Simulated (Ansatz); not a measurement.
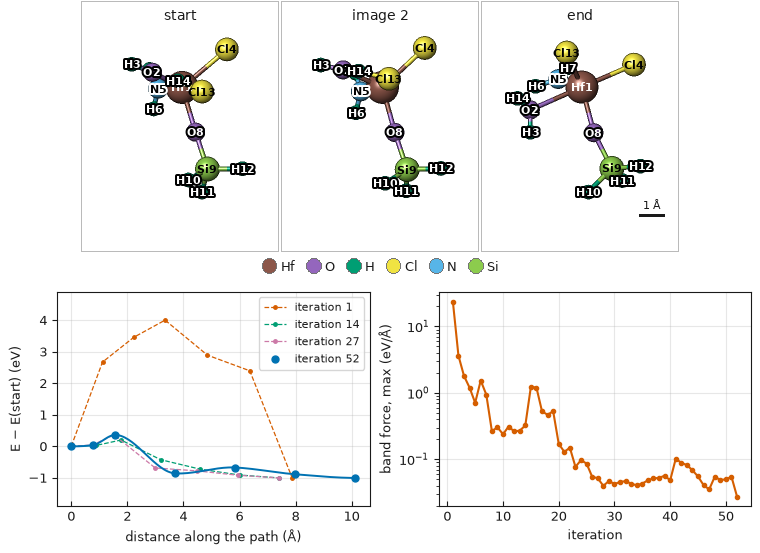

A search for the minimum-energy path of HfSiNH₇O₂Cl₂ by the nudged elastic band. Images are numbered from 0 (start) to 6 (end). The plot follows the band through its iterations. The picture is a ball-and-stick view, seen from a free direction.

Theory: RHF/def2-SVP in Ansatz. Settings: 5 movable images; climbing image; force threshold 0.03 eV/Å; iteration limit 60; starting path through a guess of the saddle point.

**Did the band converge, and can the barrier be trusted?**

The run is converged, with reservations. The band converged in 52 iterations. The largest component of the band force went from 24 to 0.028 eV/Å. The climbing image converged on the top of the path. Its vibrational analysis gives one imaginary mode (1135i cm⁻¹), as a transition state must have. The first iteration put the highest image at 4.00 eV. The highest point, image 2, lies 0.36 eV above the start and 1.36 eV above the end; the end is at −1.00 eV relative to the start. The profile has 2 maxima (images 2, 4) with a dip at image 3 (−0.86 eV), so the process runs in steps.

Limits of the set-up: Hartree-Fock leaves out electron correlation.

Cost: 11 min on 4 threads of Arm Neoverse V1, on a shared host, peak memory 0.53 GiB.
